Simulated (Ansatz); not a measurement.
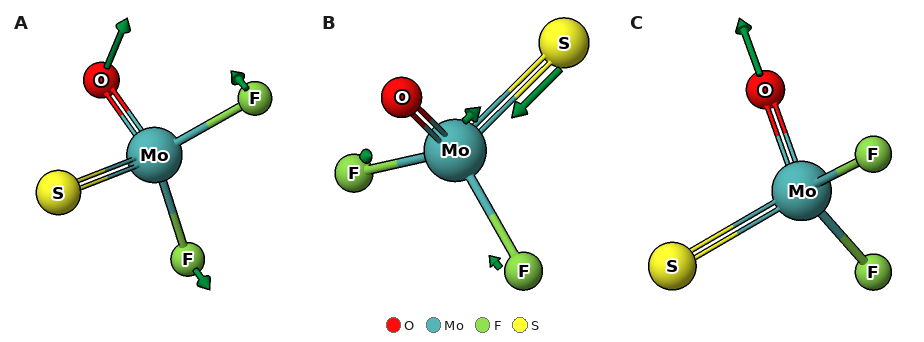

3 normal modes of one molecule or complex, as arrows. Charge 0, singlet. Harmonic vibrations computed with RKS PBE0-D4/def2-TZVP, core potentials on Mo (Ansatz 0.2.0) at a stationary point of the same level.

### Match the panels to the wavenumbers 263 cm⁻¹, 600 cm⁻¹, 1075 cm⁻¹.

A: 263 cm⁻¹, F–Mo–O bending
B: 600 cm⁻¹, Mo–S stretching
C: 1075 cm⁻¹, Mo–O stretching
